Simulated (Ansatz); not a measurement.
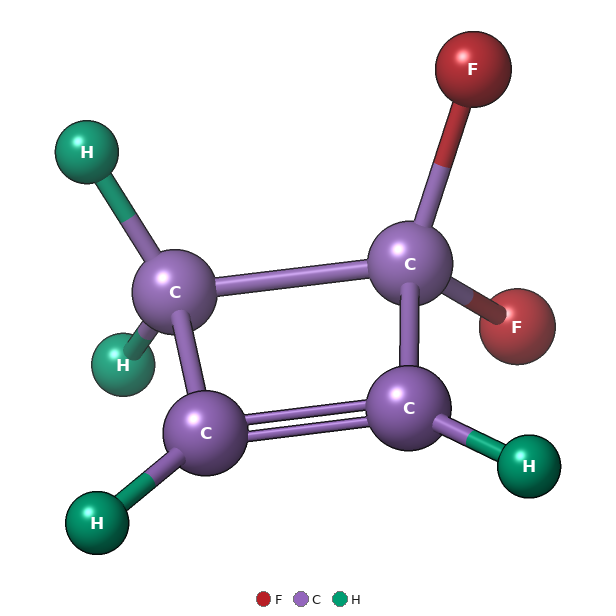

Ball-and-stick drawing of a structure. Double and triple bonds are drawn as two and three sticks.

Computed geometry: PBE0-D4/def2-TZVP optimisation.

Describe the molecule.

The molecule is C4H4F2. SMILES: `FC1(F)C=CC1`. Independent rings (smallest set): 1 of 4 members. Among its groups: alkene, C–F bond. This geometry has Cs symmetry. Coordination, clear cases only: 1 C trigonal planar.

The parts below concern this one geometry. Atoms keep their numbers from picture to picture.

### Geometry

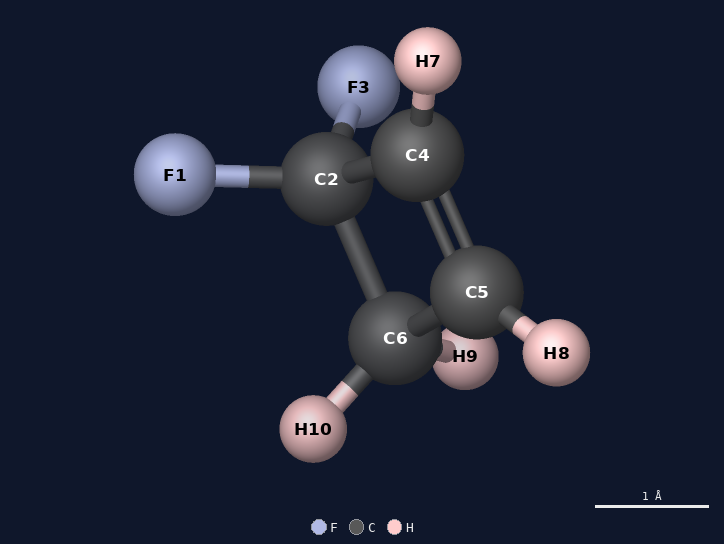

The atoms are numbered.

Give these bond angles: F1–C2–F3, F1–C2–C4, F1–C2–C6, C4–C2–C6, C2–C4–C5, C2–C4–H7, C5–C4–H7, C4–C5–C6, C4–C5–H8, C6–C5–H8, C2–C6–C5, C2–C6–H9, C5–C6–H9.

```csv
angle,degrees
F1–C2–F3,106.1
F1–C2–C4,116.1
F1–C2–C6,115.1
C4–C2–C6,88.1
C2–C4–C5,92.1
C2–C4–H7,132.6
C5–C4–H7,135.3
C4–C5–C6,96.0
C4–C5–H8,132.9
C6–C5–H8,131.2
C2–C6–C5,83.8
C2–C6–H9,114.1
C5–C6–H9,116.3
```

### Dipole moment

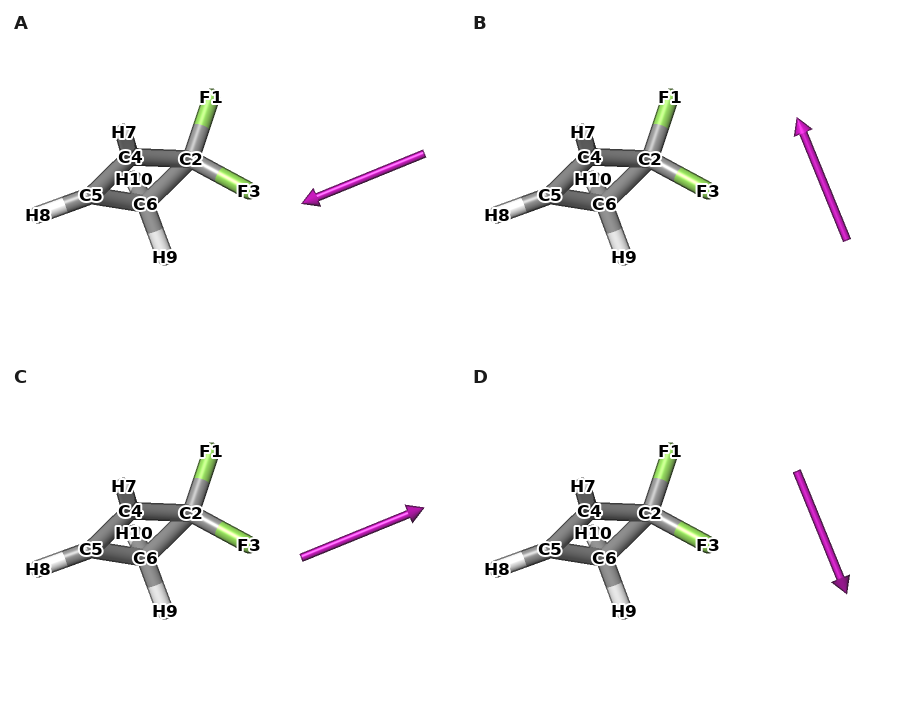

The same molecule four times, each with an arrow. Method: RKS PBE0-D4/def2-TZVP (Ansatz 0.2.0).

Which arrow points along the dipole moment, from the negative to the positive end?

Answer. A. The dipole moment is 2.53 D; it points from the side of F1, F3 to the side of H8 (the outermost atoms at the two ends).

### Charges

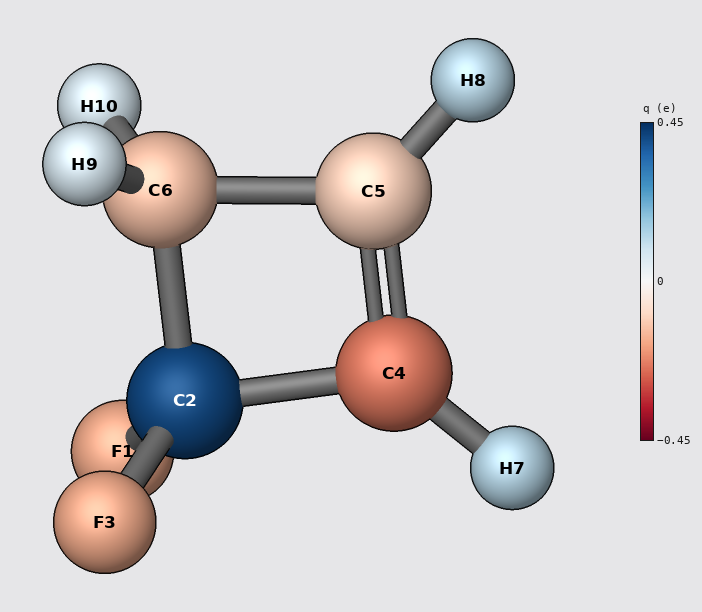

Atoms are coloured by their Mulliken charges. Method: RKS PBE-D4/def2-TZVPP (Ansatz 0.2.0).

List the Mulliken charges.

| atom | value (e) |
| --- | --- |
| F1 | −0.16 |
| C2 | 0.41 |
| F3 | −0.16 |
| C4 | −0.23 |
| C5 | −0.10 |
| C6 | −0.13 |
| H7 | 0.12 |
| H8 | 0.12 |
| H9 | 0.07 |
| H10 | 0.07 |

### Vibrations

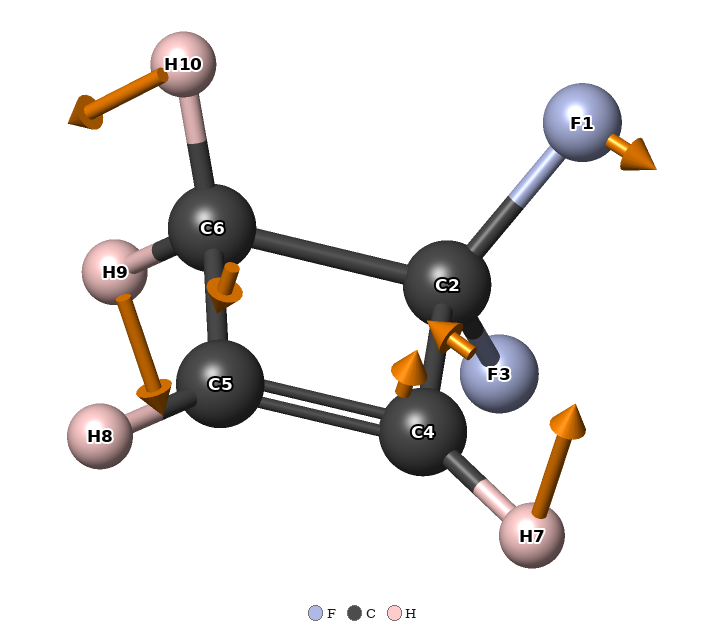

The arrows show one normal mode. Harmonic vibrations computed with RKS PBE0-D4/def2-TZVP (Ansatz 0.2.0) at a stationary point of the same level.

At what wavenumber does it lie?

Answer. 332 cm⁻¹; it is mode 2 of 24 counted from the lowest.

Mulliken values depend strongly on the basis set and can even reverse the polarity of a bond.
